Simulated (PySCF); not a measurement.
# C₃H₈Ge₂: electronic excitations

Aim: predict the electronic excitations of C₃H₈Ge₂ (`[GeH3][GeH2][C]1=CC1`).

Programs: PySCF 2.14.0, with density-fitted response routines of our own. Each step states its level of theory. These are calculated values for one molecule in the gas phase, unless marked as measured. Atoms are numbered from 0 throughout.

### 1 The starting structure

13 atoms, charge 0, multiplicity 1; geometry from: GFN2-xTB.

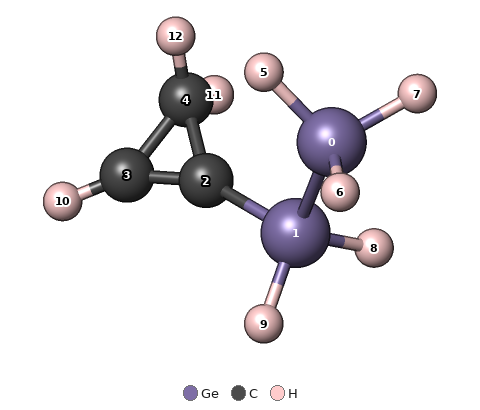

The starting geometry (germanium purple, carbon dark grey, hydrogen pink), atoms numbered.

### 2 TDDFT and polarisability: B3LYP/def2-SVPD

The job: settings as JSON, then the geometry in Å.

```
{"job": {"kind": "uv", "xc": "B3LYP", "basis": "def2-SVPD", "nstates": 8, "ntriplets": 3}, "charge": 0, "multiplicity": 1}
Ge    -2.363527    -0.084271     0.449423
Ge    -0.554980    -0.603818    -1.008433
C      1.092885     0.138893    -0.383754
C      2.110678     0.953514    -0.441273
C      2.063179     0.110859     0.784176
H     -2.050284     1.034889     1.396249
H     -3.608120     0.345390    -0.266981
H     -2.781711    -1.232495     1.317967
H     -0.330965    -2.091062    -1.120182
H     -0.767570    -0.115597    -2.419376
H      2.661515     1.710102    -0.945006
H      2.745371    -0.726086     0.888785
H      1.779142     0.560169     1.730677
```

With the program's defaults for keys left out, this is: TDDFT B3LYP/def2-SVPD, vertical, gas phase, core orbitals frozen in the response.

Launch:

```sh
> OMP_NUM_THREADS=1 python probes_run.py task.json out
```

This one command runs all jobs of the session in turn.

The program printed:

```text
coarse grid: 50152 points
cycle   1  E = -4272.4733618245  dE = -6.633e-01  |g| = 6.362e-01  |ddm| = 4.734e+00
cycle   2  E = -4272.4387860267  dE =  3.458e-02  |g| = 7.641e-01  |ddm| = 1.641e+00
cycle   3  E = -4272.5298475038  dE = -9.106e-02  |g| = 4.941e-02  |ddm| = 1.094e+00
cycle   4  E = -4272.5304878606  dE = -6.404e-04  |g| = 1.949e-02  |ddm| = 1.023e-01
cycle   5  E = -4272.5305749895  dE = -8.713e-05  |g| = 3.792e-03  |ddm| = 3.115e-02
cycle   6  E = -4272.5305778021  dE = -2.813e-06  |g| = 1.995e-03  |ddm| = 9.374e-03
final grid: 102680 points
cycle   7  E = -4272.5305529147  dE =  3.624e-06  |g| = 4.261e-03  |ddm| = 1.054e-02
cycle   8  E = -4272.5305352023  dE =  1.771e-05  |g| = 9.297e-03  |ddm| = 1.626e-02
cycle   9  E = -4272.5305576538  dE = -2.245e-05  |g| = 1.969e-04  |ddm| = 1.108e-02
cycle  10  E = -4272.5305576648  dE = -1.091e-08  |g| = 2.995e-05  |ddm| = 3.289e-04
cycle  11  E = -4272.5305576649  dE = -1.683e-10  |g| = 2.820e-06  |ddm| = 4.197e-05
converged SCF energy = -4272.5305576649

Static polarisability (au): isotropic 99.373, principal 82.890 93.116 122.114

Singlet excitations
state   eV       nm        f      main configurations
  1   5.6377    219.9   0.20505   H->L 0.96
  2   5.6609    219.0   0.00630   H-1->L 0.94
  3   6.0282    205.7   0.00701   H->L+1 0.95
  4   6.2284    199.1   0.00516   H->L+2 0.88, H->L+3 0.10
  5   6.3297    195.9   0.00211   H->L+3 0.87, H->L+2 0.10
  6   6.5764    188.5   0.01337   H->L+4 0.91
  7   6.7247    184.4   0.03605   H-2->L 0.68, H-3->L 0.12
  8   6.8714    180.4   0.00157   H-1->L+1 0.94

Triplet excitations (Tamm-Dancoff, eV): 3.8200 5.2877 5.8931
```

Wall time 38 s (1 thread of Arm Neoverse V2, shared host); peak memory 0.87 GiB.

Frontier orbitals and where they lie:

```csv
orbital,eV,atoms
HOMO−3,-9.01,"Ge1 22 %, H8 18 %, Ge0 17 %"
HOMO−2,-8.46,"Ge1 28 %, Ge0 26 %, C2 10 %"
HOMO−1,-7.78,"C4 35 %, C2 21 %, C3 18 %"
HOMO,-6.94,"C3 28 %, C2 28 %, C4 16 %"
LUMO,-0.81,"C3 28 %, C2 26 %, Ge1 12 %"
LUMO+1,-0.14,"Ge1 31 %, Ge0 24 %, H5 12 %"
LUMO+2,0.10,"Ge0 32 %, Ge1 30 %, H8 9 %"
```

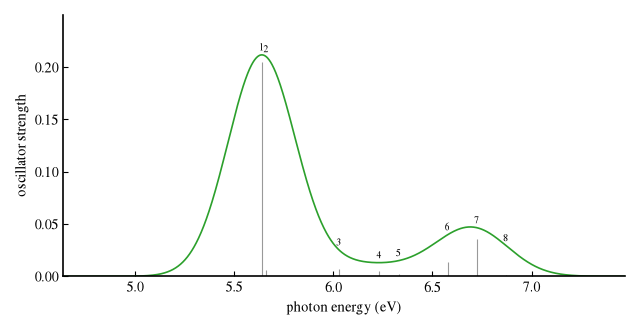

Absorption spectrum from the 8 singlet states computed; above the last one it falls off for lack of states. Lines are broadened to a width of 0.40 eV (Gaussian).

Ground-state properties from the same run:

```csv
property,computed
dipole moment (D),0.41
polarisability (Å³),14.73
HOMO–LUMO gap (eV),6.13
−ε(HOMO) (eV),6.94
```

### 3 Summary of results

```
                        quantity                        value
lowest singlet (B3LYP/def2-SVPD)  5.64 eV (220 nm), f = 0.205
                  lowest triplet                      3.82 eV
```

In words: The lowest singlet, at 5.64 eV, is HOMO→LUMO 0.96 and is bright. The lowest triplet lies 1.82 eV below the lowest singlet (triplets in Tamm-Dancoff, singlets in full TDDFT).
